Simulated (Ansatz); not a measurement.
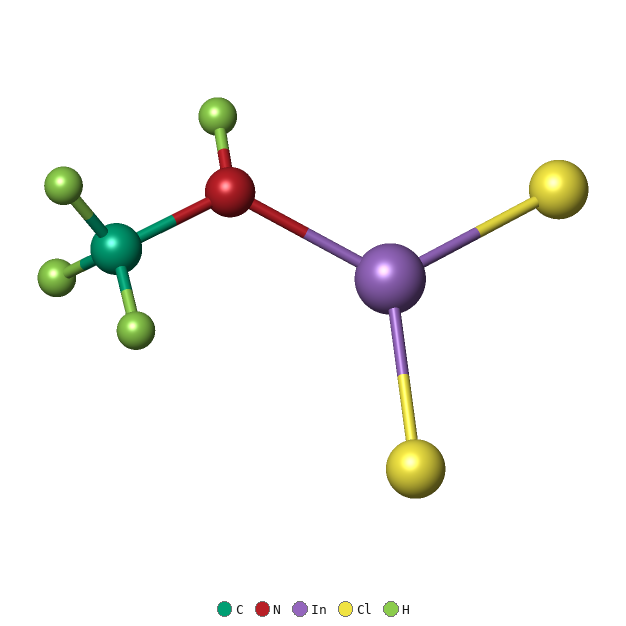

Harmonic vibrations computed with RKS PBE0-D4/def2-TZVP, core potentials on In (Ansatz 0.2.0) at a stationary point of the same level.

> How many imaginary frequencies does it have?

A minimum: no imaginary frequency, and the lowest mode lies at 63 cm⁻¹.

> List the wavenumbers.

21 modes: 63, 78, 89, 102, 132, 253, 355, 384, 420, 597, 1091, 1127, 1132, 1379, 1459, 1484, 1510, 3010, 3061, 3114, 3619 cm⁻¹.
